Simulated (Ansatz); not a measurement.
## Response to strain in AgCl

Consider AgCl in the CsCl type structure (space group Pm-3m, No. 221; a = 3.395 Å; a model cell, its experimental status unchecked).

Strains are applied to the cell and any free atomic positions relax.

Calculations: r2SCAN (Ansatz, a quantum-chemistry and plane-wave program; PAW; 500 eV plane waves; spin-orbit coupling left out).

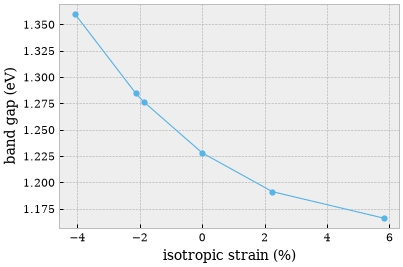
Figure. Band gap against isotropic strain

Task: From the plot, what is the band gap for isotropic strain −1.88 %?

Result: About 1.28 eV.

Task: Is the trend monotonic over the range shown?

Result: Yes, it falls throughout, spanning 1.17 eV to 1.36 eV.

Whether these cells are dynamically stable was not tested. This is not the structure that AgCl has at room temperature and ambient pressure.
